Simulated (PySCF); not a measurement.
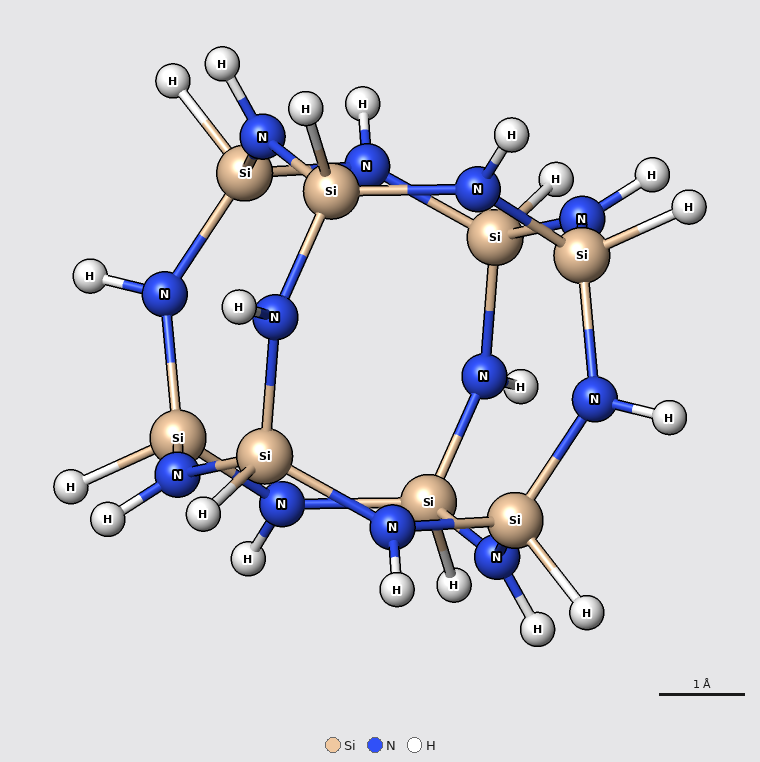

Figure 1. The structure (ball-and-stick view, seen at a tilt). Bond lengths as drawn: H–N 1.01 Å, H–Si 1.48 Å and N–Si 1.73 Å.

# Si8N12H20: NMR shielding calculation

Si8N12H20, computed with GIAO KT3/pcSseg-1 NMR shielding, non-relativistic, gas phase (PySCF 2.14.0).

The geometry comes from this level: GFN2-xTB. Figures and captions count atoms from 1; the log counts them from 0 in places.

What the program printed
```
start: PBE on a coarse grid of 36044 points
cycle   1  E = -2982.7961355768  dE =  3.254e+00  |g| = 1.788e+00  |ddm| = 6.792e+00
cycle   2  E = -2980.9434521575  dE =  1.853e+00  |g| = 3.209e+00  |ddm| = 1.030e+01
cycle   3  E = -2983.4361137550  dE = -2.493e+00  |g| = 2.376e-01  |ddm| = 9.972e+00
cycle   4  E = -2983.4495351233  dE = -1.342e-02  |g| = 6.722e-02  |ddm| = 3.308e-01
cycle   5  E = -2983.4503911166  dE = -8.560e-04  |g| = 3.276e-02  |ddm| = 1.208e-01
cycle   6  E = -2983.4506713940  dE = -2.803e-04  |g| = 2.152e-03  |ddm| = 3.901e-02
final grid: 300843 points
cycle   7  E = -3013.6926159245  dE = -6.957e-02  |g| = 3.513e-01  |ddm| = 7.406e-01
cycle   8  E = -3013.6935631112  dE = -9.472e-04  |g| = 2.187e-01  |ddm| = 3.613e-01
cycle   9  E = -3013.6980851558  dE = -4.522e-03  |g| = 1.126e-01  |ddm| = 2.514e-01
cycle  10  E = -3013.7008084462  dE = -2.723e-03  |g| = 4.823e-03  |ddm| = 9.554e-02
cycle  11  E = -3013.7008126962  dE = -4.250e-06  |g| = 1.549e-03  |ddm| = 6.686e-03
cycle  12  E = -3013.7008148038  dE = -2.108e-06  |g| = 4.876e-04  |ddm| = 2.222e-03
cycle  13  E = -3013.7008133314  dE =  1.472e-06  |g| = 2.471e-04  |ddm| = 5.919e-04
cycle  14  E = -3013.7008168319  dE = -3.500e-06  |g| = 1.103e-05  |ddm| = 2.840e-04
converged SCF energy = -3013.7008168319

GIAO shielding tensors (ppm)
atom      isotropic    diamagn.    paramagn.     s11        s22        s33       span
  0 Si     417.989     887.008    -469.019    376.376    438.635    438.956     62.580
  1 Si     417.987     886.999    -469.011    376.320    438.707    438.935     62.615
  2 Si     417.979     887.008    -469.030    376.345    438.697    438.894     62.549
  3 Si     418.020     887.012    -468.992    376.376    438.821    438.861     62.485
  4 Si     418.003     887.005    -469.001    376.349    438.683    438.978     62.629
  5 Si     417.959     886.995    -469.036    376.349    438.754    438.774     62.424
  6 Si     417.974     887.006    -469.032    376.315    438.660    438.946     62.631
  7 Si     418.014     887.026    -469.012    376.406    438.726    438.910     62.504
  8 N      194.036     330.743    -136.706    156.177    199.327    226.605     70.428
  9 H       29.695      30.619      -0.924     23.042     26.994     39.048     16.006
 10 N      194.014     330.749    -136.735    156.167    199.278    226.597     70.430
 11 H       29.694      30.615      -0.921     23.047     26.989     39.047     16.000
 12 N      193.943     330.758    -136.815    156.070    199.182    226.578     70.509
 13 H       29.697      30.625      -0.928     23.056     26.988     39.047     15.991
 14 N      194.016     330.759    -136.742    156.149    199.265    226.634     70.485
 15 H       29.695      30.616      -0.921     23.052     26.983     39.050     15.998
 16 N      193.983     330.759    -136.776    156.118    199.215    226.616     70.497
 17 H       29.695      30.618      -0.923     23.054     26.984     39.048     15.994
 18 N      194.025     330.746    -136.721    156.199    199.278    226.597     70.398
 19 H       29.695      30.601      -0.905     23.054     26.981     39.051     15.997
 20 N      194.107     330.731    -136.624    156.262    199.382    226.677     70.415
 21 H       29.696      30.605      -0.908     23.038     26.998     39.052     16.014
 22 N      193.999     330.752    -136.753    156.132    199.248    226.617     70.485
 23 H       29.697      30.622      -0.925     23.049     26.992     39.049     16.000
 24 N      194.108     330.742    -136.634    156.275    199.373    226.676     70.401
 25 H       29.693      30.595      -0.902     23.046     26.982     39.052     16.006
 26 N      194.027     330.754    -136.727    156.170    199.276    226.633     70.462
 27 H       29.700      30.633      -0.933     23.050     26.999     39.052     16.002
 28 N      194.023     330.758    -136.736    156.163    199.281    226.624     70.461
 29 H       29.697      30.622      -0.925     23.054     26.986     39.052     15.998
 30 N      193.946     330.761    -136.816    156.026    199.191    226.620     70.595
 31 H       29.694      30.635      -0.941     23.043     26.995     39.043     16.000
 32 H       27.439      29.541      -2.102     24.202     24.211     33.905      9.703
 33 H       27.437      29.533      -2.097     24.198     24.211     33.901      9.702
 34 H       27.441      29.543      -2.102     24.206     24.210     33.907      9.700
 35 H       27.442      29.548      -2.106     24.207     24.212     33.906      9.699
 36 H       27.440      29.539      -2.099     24.204     24.212     33.905      9.701
 37 H       27.439      29.526      -2.088     24.202     24.208     33.906      9.703
 38 H       27.437      29.538      -2.100     24.199     24.212     33.901      9.702
 39 H       27.443      29.556      -2.112     24.204     24.217     33.909      9.705
```

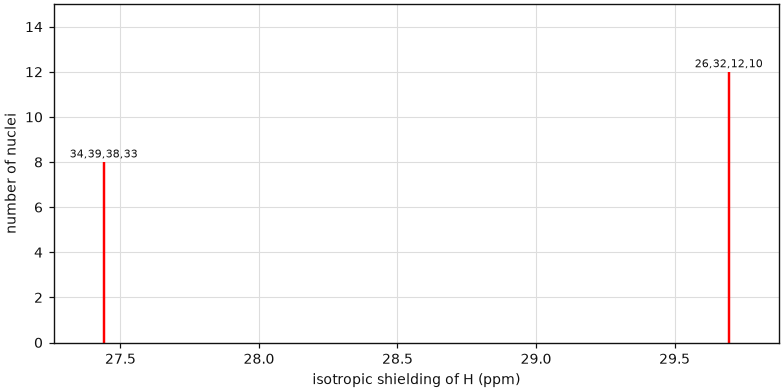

Figure 2. Isotropic shieldings of the hydrogen nuclei in this fixed geometry, labelled by atom number; shielding grows to the right, so chemical shift grows to the left. The least shielded is H34 (27.4 ppm), the most shielded H28 (29.7 ppm).

This output came from the following input.

Input
```
{"job": {"kind": "nmr", "xc": "KT3", "basis": "pcSseg-1", "pop": false}, "charge": 0, "multiplicity": 1}
Si     2.278774     0.000140     1.610375
Si    -0.000114     2.278618     1.610545
Si    -2.278817     0.000455     1.610992
Si    -0.000485    -2.277153     1.611255
Si     2.277749     0.001272    -1.611383
Si    -0.001193     2.280058    -1.611266
Si    -2.278381     0.000943    -1.611167
Si     0.000318    -2.277178    -1.611153
N      1.453873     1.453863     2.054156
H      1.954299     1.954677     2.767560
N     -1.454086     1.454224     2.055015
H     -1.956349     1.956485     2.766130
N      1.452560    -1.452098     2.056945
H      1.957605    -1.957367     2.763907
N     -1.454387    -1.453233     2.056074
H     -1.955176    -1.953886     2.769317
N      2.907695     0.000407    -0.000695
H      3.912802    -0.003111    -0.000897
N     -0.001224     2.908861    -0.000098
H      0.002335     3.913968     0.000558
N      1.452570     1.454873    -2.054687
H      1.954540     1.957121    -2.765956
N     -2.907296     0.001526    -0.000114
H     -3.912350    -0.004093    -0.000111
N     -1.454912     1.455306    -2.055987
H     -1.959517     1.958777    -2.764632
N      0.000448    -2.905259     0.000056
H     -0.000723    -3.910289     0.000134
N      1.453857    -1.452799    -2.055897
H      1.958008    -1.956603    -2.764504
N     -1.452590    -1.451849    -2.056238
H     -1.956087    -1.955175    -2.765684
H      3.488163    -0.000051     2.465400
H      0.001097     3.486634     2.467933
H     -3.488486     0.001148     2.465391
H     -0.000146    -3.487242     2.465150
H      3.486090     0.001419    -2.467872
H     -0.000401     3.488794    -2.467057
H     -3.487976    -0.002013    -2.466342
H     -0.002083    -3.486348    -2.466062
```

The first line tells a small driver script what to run in PySCF; the rest is the geometry in Å.

Command:
```bash
OMP_NUM_THREADS=2 python <driver script> task.json out
```

Key numbers

| quantity | value |
| --- | --- |
| outcome | converged |
| total energy | −3013.700817 hartree |
| HOMO | −4.63 eV |
| LUMO | −2.14 eV |
| dipole moment | 0.02 D |
| isotropic shielding, Si | 418.0 to 418.0 ppm |
| isotropic shielding, N | 193.9 to 194.1 ppm |
| isotropic shielding, H | 27.4 to 29.7 ppm |
| hardware | 2 CPU threads, shared host |
| wall time | 59 s (CPU time 1.9 min) |
| peak memory | 1.1 GiB |
